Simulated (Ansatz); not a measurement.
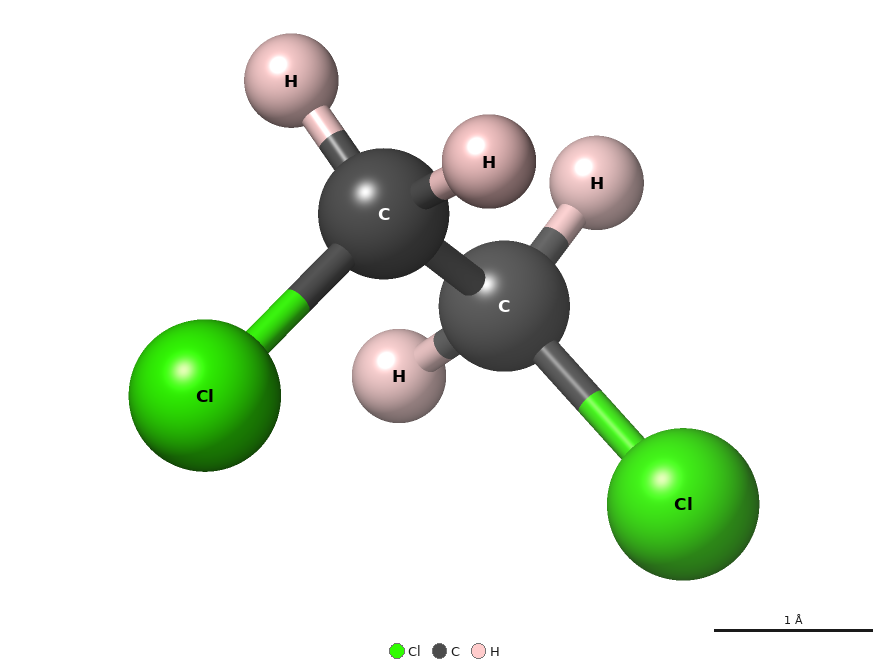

Ball-and-stick drawing of a structure.

The geometry was computed by an optimisation with PBE0-D4/def2-TZVP.

Describe the molecule.

Formula C2H4Cl2. SMILES: `ClCCCl`. It has no ring. Among its groups: C–Cl bond. This geometry has C2 symmetry. Coordination: 2 C tetrahedral.

The parts below concern this one geometry. Atoms keep their numbers from picture to picture.

### Thermal motion

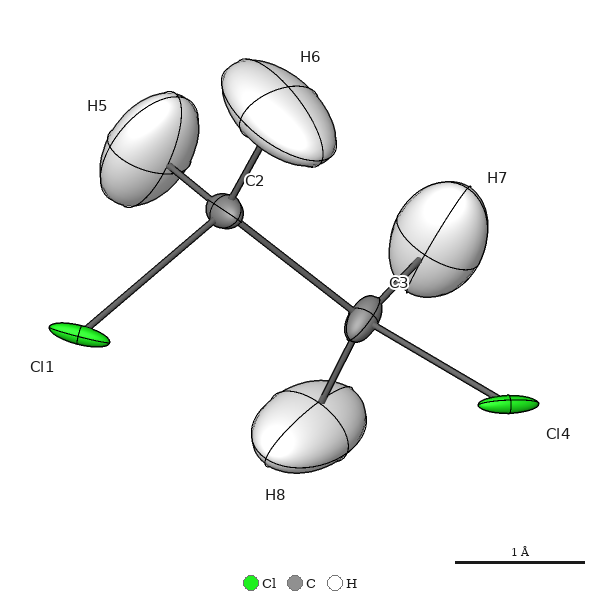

Displacement ellipsoids at the 50 % level, enlarged 2 times, from the internal vibrations of the free molecule (harmonic, no overall translation or rotation; no half-axis is drawn under 0.075 Å). Vibrations computed with RKS PBE0-D4/def2-TZVP (Ansatz 0.2.0). Temperature: 298 K.

List U_eq and the three principal root-mean-square amplitudes for each kind of atom.

```tsv
atom	U_eq (Å²)	rms amplitudes (Å)
Cl1, Cl4	0.0022	0.010, 0.020, 0.078
C2, C3	0.0029	0.039, 0.044, 0.072
H5, H7	0.0179	0.091, 0.119, 0.177
H6, H8	0.0202	0.082, 0.121, 0.198
```

### Electronic properties

Level of theory: RKS PBE0-D4/def2-TZVPP (Ansatz 0.2.0).

> Estimate the HOMO energy (Kohn–Sham orbital).

−8.47 eV.

> What is the vertical ionisation energy?

10.68 eV.

> What is the HOMO–LUMO gap?

8.89 eV.

> Estimate the dispersion correction.

−13.8 kJ/mol.

### Vibrations

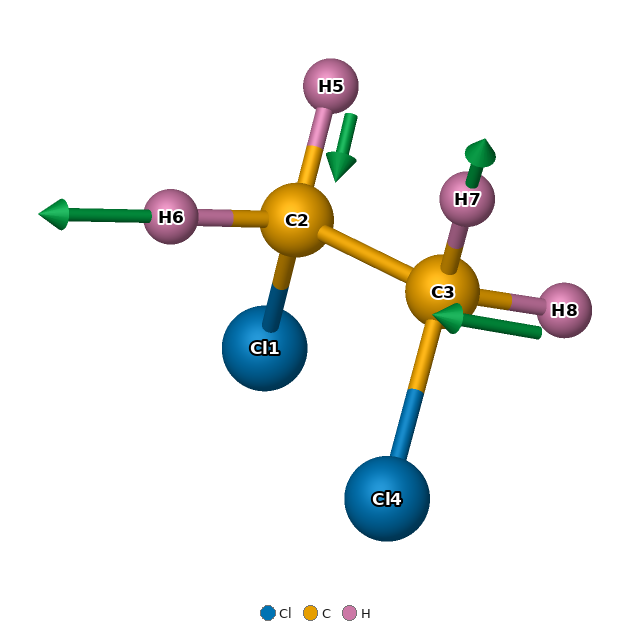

The arrows show one normal mode. Harmonic vibrations computed with RKS PBE0-D4/def2-TZVP (Ansatz 0.2.0) at a stationary point of the same level.

> What kind of motion is it?

Mostly out-of-phase stretching of 4 C–H bonds.

> At what wavenumber does it lie?

3163 cm⁻¹; it is mode 18 of 18 counted from the lowest.

### Charges

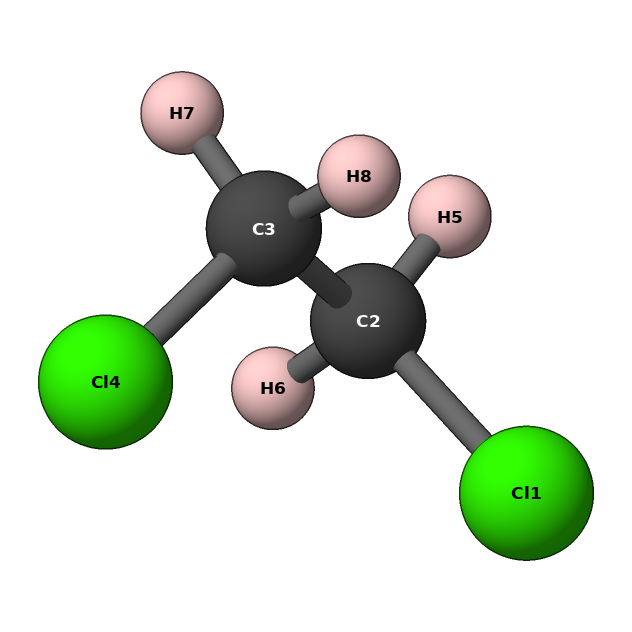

The questions are on Mulliken charges. Method: RKS r2SCAN-D4/def2-TZVPP (Ansatz 0.2.0).

List the Mulliken charges.

```tsv
atom	value (e)
Cl1	−0.16
C2	0.02
C3	0.02
Cl4	−0.16
H5	0.07
H6	0.07
H7	0.07
H8	0.07
```

Mulliken values depend strongly on the basis set and can even reverse the polarity of a bond.
